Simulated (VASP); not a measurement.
Band structure of Sn₆Si₂ (ordered alloy cell). All values below come from PBEsol GGA, VASP's PBE PAW potentials (set 64) (plane waves; VASP).

Unless said otherwise, spin-orbit coupling is left out, though it shifts the bands of the heavy elements here.

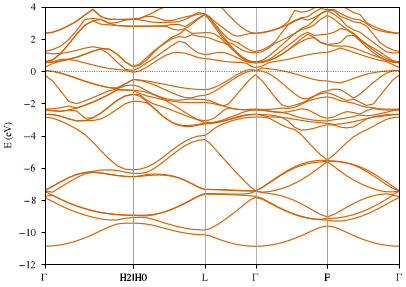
Bands along high-symmetry lines, zero at the valence-band maximum or, without a gap, the Fermi level

### Question
Read the plot: is there a gap, and where are the band edges?

### Answer
It has no gap at this level: it comes out as a metal or semimetal. (Edges off the drawn lines would not show.)

The structure was generated: Sn6Si2 was put into an ordered model structure (R-3m), which need not be its known phase. It was relaxed first.
